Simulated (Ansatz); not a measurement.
**CH₅F₂GeO (charge +1): density, localisation and related maps**

| atom | x (Å) | y (Å) | z (Å) |
| --- | --- | --- | --- |
| C | 0.0539 | 0.1556 | -0.9960 |
| F | -2.6461 | -0.2739 | 0.5556 |
| F | -2.5373 | 2.5538 | 0.9444 |
| Ge | -1.7849 | 1.0383 | 1.2619 |
| O | -0.4252 | 1.2389 | -0.1061 |
| H | 1.0287 | 0.4745 | -1.3676 |
| H | 0.1506 | -0.7309 | -0.3691 |
| H | -0.6773 | 0.0065 | -1.7920 |
| H | -0.4540 | 2.1050 | -0.5602 |
| H | -1.1235 | 0.8106 | 2.5995 |

Geometry: PBE0-D3(BJ)/pcseg-1.

Theory: isolated molecule in a Gaussian basis; Kohn-Sham density functional theory, functional PBE0 in Ansatz.

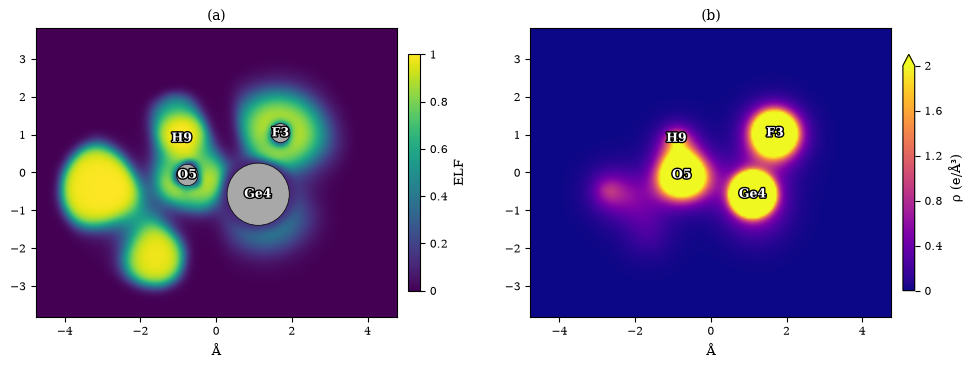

Figure 1. (a) ELF; (b) electron density on the plane of atoms F3, Ge4 and O5. Grey discs cover the atomic cores in the ELF map.

What do the fields say about this system?

Answer. The section cuts through F, Ge, O and H sites. Ge–F (1.72 Å): ρ at the midpoint is about 1 e/Å³; the ELF peaks at about 0.80 in the valence shell of F, 0.6 Å from its nucleus, and is about 0.25 at the midpoint. Ge–O (1.94 Å): ρ at the midpoint is about 0.68 e/Å³; the ELF peaks at about 0.90 in the valence shell of O, 0.6 Å from its nucleus, and is about 0.35 at the midpoint. O–H (0.98 Å): ρ at the midpoint is about 3.8 e/Å³; the ELF climbs to about 1 towards the hydrogen, as it does in any bond to H; a covalent bond by its length. The ELF also peaks beside F3, away from the bonds: lone-pair regions.

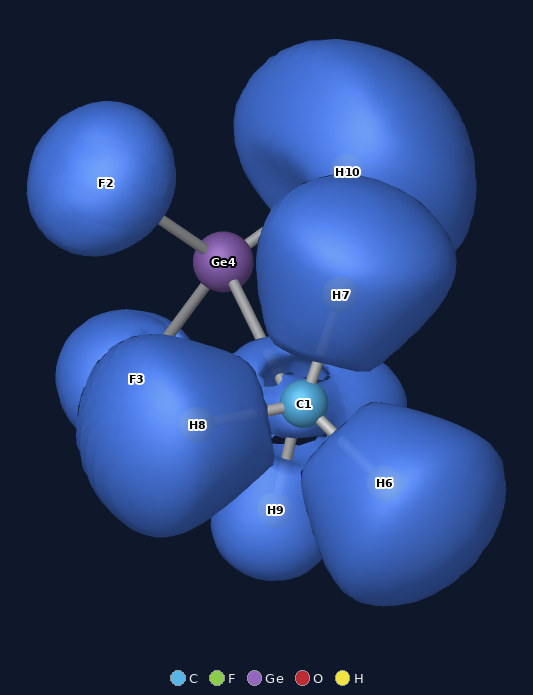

Figure 2. Isosurface of the ELF at 0.8 (blue), seen at an oblique angle. Core shells and regions of very low density are left out.

Describe the localisation domains.

Answer. The surface consists of four regions around hydrogen nuclei, two regions wrapped around F (the valence shell of each) and one joined region spread over several atoms (H, O), in which their bonds and any lone pairs are merged. Along the contacts the grid gives the following. C–O (1.48 Å): the ELF peaks at about 0.90 between the atoms (a shared but strongly polarised pair).

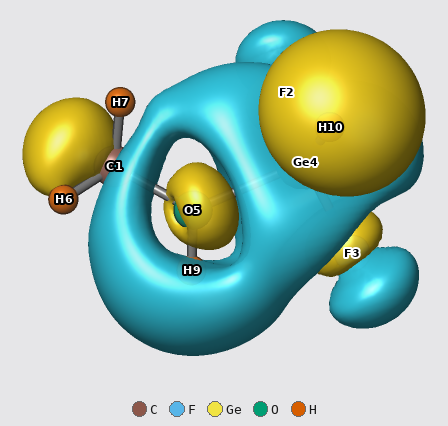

Figure 3. One frontier orbital at ±0.06 Å⁻³ᐟ² (yellow and cyan are the two phases), seen across its widest extent.

Which orbital is it: HOMO or LUMO?

Answer. The LUMO, at −6.42 eV. By Hirshfeld shares it lies mainly on Ge4 (about 35 %), H10 (about 20 %), F3 (about 10 %), F2 (about 10 %), O5 (about 10 %) and H9 (about 5 %).
